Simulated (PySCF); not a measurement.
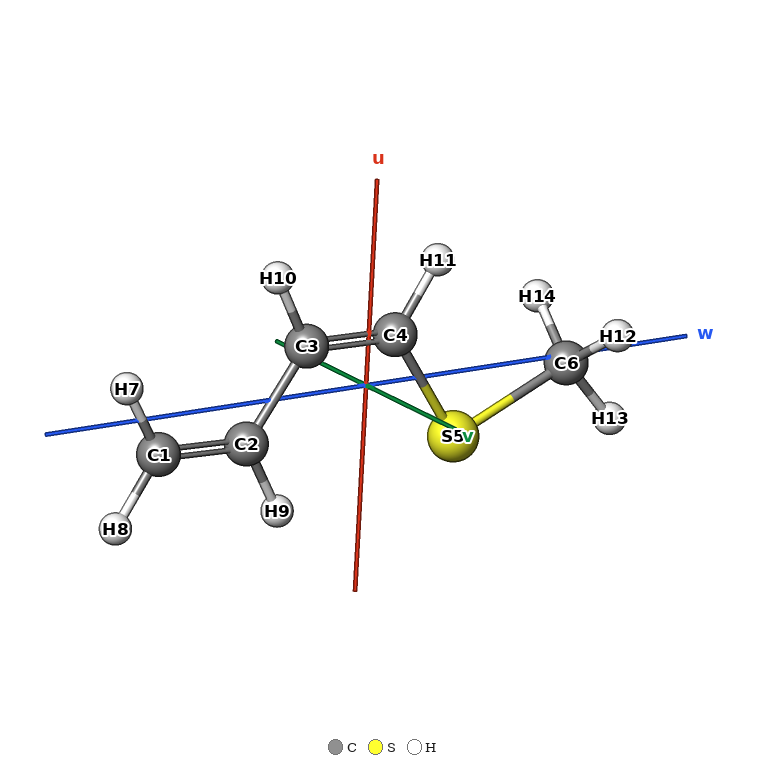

The lines u, v and w are the principal axes of the static dipole polarisability. The computed structure is the end point of a GFN2-xTB optimisation. No frequency run is at hand to confirm it as a minimum. Level of theory: CAM-B3LYP/def2-SVPD (PySCF 2.14.0).

Along which axis is the molecule most polarisable, and along which least?

Answer. Most along w (nearly parallel to the C3–C4 bond), least along v.

Give the three principal values.

Answer. u 72.4, v 56.8, w 146.9 bohr³; mean 92.0, anisotropy 83.5 bohr³.
